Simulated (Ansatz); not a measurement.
**SiH2F2 (SiF2H2) at CCSDT/STO-3G**

Aim: the energy change on altering one bond length of SiH2F2 (SiF2H2) at CCSDT/STO-3G, from 2 runs. 

Program for the calculation: Ansatz 0.2.0.

54 further runs of the same task are left out: 4 that didn't finish, 50 set aside as unsound or not needed.

## Step 1: The molecule

The species is SiH2F2 (5 atoms), meant as a singlet with charge 0. SMILES: `[H][Si]([H])(F)F`. Geometry: relaxed at GFN2-xTB.

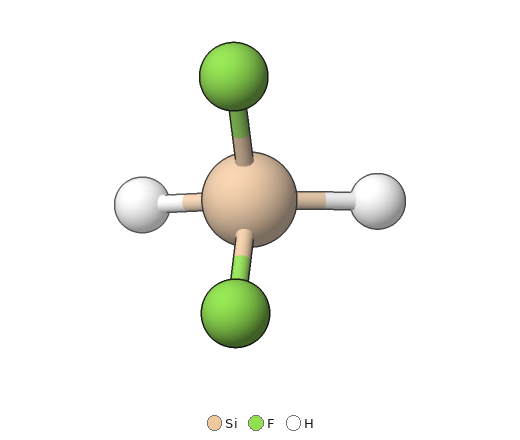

The structure, seen from a chosen angle (silicon light orange, fluorine green, hydrogen white).

## Step 2: A single-point energy at CCSDT/STO-3G

File job.yaml:

```yaml
crystal:
  periodic: [false, false, false]
  atoms:
    - {symbol: Si, position_ang: [-0.091360, 0.000560, -0.064290]}
    - {symbol: F, position_ang: [0.009240, -0.018840, 1.526500]}
    - {symbol: F, position_ang: [1.436020, 0.010630, -0.519740]}
    - {symbol: H, position_ang: [-0.680140, 1.257800, -0.455540]}
    - {symbol: H, position_ang: [-0.673740, -1.250150, -0.486920]}
basis:
  gaussian: {orbitals: STO-3G}
correlation: {method: ccsdt, frozen_orbitals: {F: 1, H: 0, Si: 5}}
accuracy: high
scf: {omitted_lower_state_checks: [cluster_reference, increment]}
```

Command:

```bash
ansatz run job.yaml --threads 1 --pin off --max-ram 2610MiB --events-out events.jsonl --progress --plain --runs-dir runs
```

Log, shortened:

```text
Warning: RAYON_NUM_THREADS=1 ignored (pool sized by the plan → 1); use --threads N
Functional definition: HF
  name "HF"
[...]
387 factors; integrals over basis functions are off by at most 2.0e-8 eV
[...]
mean field -13139.51254275 eV, -482.8681796647 hartree, gradient 2.6e-8 eV, S^2 0.000000; 0 other end points of the search recorded, 0 dependent functions left out
7 core orbitals not correlated: weight in the atoms' cores, before any rotation towards them, 1.000 or more for the frozen orbitals, at most 0.000 for the correlated occupied ones
reference -13139.51254275 eV, -482.8681796647 hartree; 10, 10 occupied and 4, 4 virtual orbitals, 387 factors
second order -1.75655646 eV of doubles, -0.00000000 eV of singles
cycle   1  -2.06677199 eV  change   -3.1e-1 eV  update   7.1e-2
[...]
cycle  23  -2.39498946 eV  change   -1.1e-9 eV  update  7.2e-10
Total energy: -13141.90753221 eV, -482.9561939040 hartree
Checks for a lower state left out: cluster_reference, increment
```

Run time: 0.36 s. Hardware: 1 thread of Arm Neoverse V1, shared host.

## Step 3: The distorted shape at the same level

File molecule.yaml:

```yaml
crystal:
  periodic: [false, false, false]
  atoms:
    - {symbol: Si, position_ang: [-0.116510, 0.005410, -0.461980]}
    - {symbol: F, position_ang: [0.009240, -0.018840, 1.526500]}
    - {symbol: F, position_ang: [1.410870, 0.015480, -0.917430]}
    - {symbol: H, position_ang: [-0.705290, 1.262650, -0.853230]}
    - {symbol: H, position_ang: [-0.698890, -1.245300, -0.884610]}
basis:
  gaussian:
    orbitals: STO-3G
accuracy: high
correlation:
  method: ccsdt
  frozen_orbitals: {F: 1, H: 0, Si: 5}
scf:
  omitted_lower_state_checks: [cluster_reference, increment]
magnetization:
  spin_polarized: false
```

Command:

```bash
ansatz run molecule.yaml --threads 1 --pin off --max-ram 2610MiB --events-out events.jsonl --progress --plain --runs-dir runs
```

Log, shortened:

```text
Warning: RAYON_NUM_THREADS=1 ignored (pool sized by the plan → 1); use --threads N
[... 2 set-up lines as earlier in the session ...]
[...]
379 factors; integrals over basis functions are off by at most 2.3e-8 eV
[...]
mean field -13137.70415099 eV, -482.8017224933 hartree, gradient 5.9e-9 eV, S^2 0.000000; 0 other end points of the search recorded, 0 dependent functions left out; unrestricted orbitals would lower it
7 core orbitals not correlated: weight in the atoms' cores, before any rotation towards them, 1.000 or more for the frozen orbitals, at most 0.000 for the correlated occupied ones
reference -13137.70415099 eV, -482.8017224933 hartree; 10, 10 occupied and 4, 4 virtual orbitals, 379 factors
second order -2.10608555 eV of doubles, -0.00000000 eV of singles
cycle   1  -2.58033846 eV  change   -4.7e-1 eV  update   9.0e-2
[...]
cycle  28  -3.06450531 eV  change   -2.2e-9 eV  update   2.2e-9
Total energy: -13140.76865630 eV, -482.9143409862 hartree
Checks for a lower state left out: cluster_reference, increment
```

Run time: 0.38 s. Hardware: 1 thread of Arm Neoverse V1, shared host.

## Step 4: Outcome

Level: CCSDT/STO-3G, 7 core orbitals frozen.

| quantity | value |
| --- | --- |
| first shape: total energy | -482.95619 Eh |
| first shape: correlation energy (7 core orbitals frozen) | -88.0 mEh |
| first shape: T1 diagnostic | 0.009 |
| distorted shape: total energy | -482.91434 Eh |
| distorted shape: correlation energy (7 core orbitals frozen) | -112.6 mEh |
| distorted shape: T1 diagnostic | 0.012 |
| energy change with the Si1–F2 bond stretched from 1.594 to 1.993 Å | 1.139 eV |

In words: With the Si1–F2 bond stretched from 1.594 to 1.993 Å the energy rises by 1.14 eV (26 kcal/mol). The first shape isn't relaxed at this level, so the change isn't measured from a minimum. The minimal basis adds a large error of its own. The restricted solution (distorted shape) is unstable to spin breaking: an unrestricted one lies lower.
